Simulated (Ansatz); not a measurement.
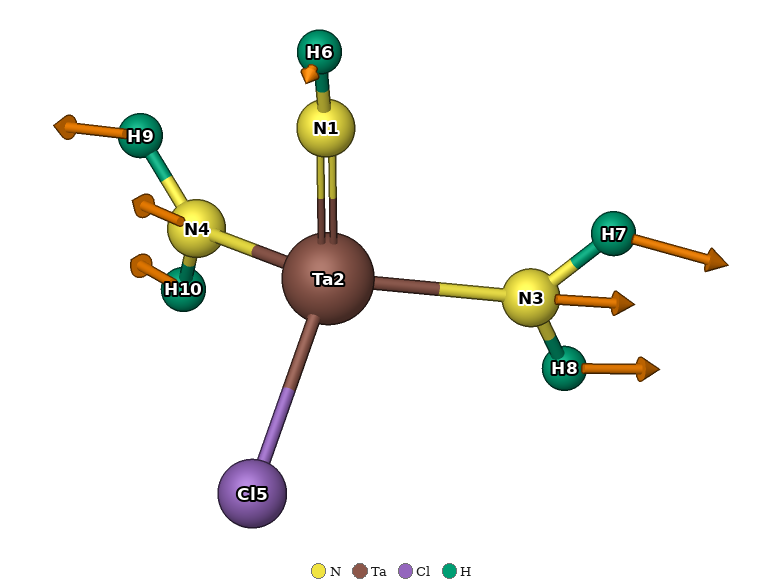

The arrows show one normal mode. The species is neutral and a spin singlet. Harmonic vibrations computed with RKS PBE0-D4/def2-TZVP, core potentials on Ta (Ansatz 0.2.0) at a stationary point of the same level.

At what wavenumber does it lie?

683 cm⁻¹; it is mode 16 of 24 counted from the lowest.
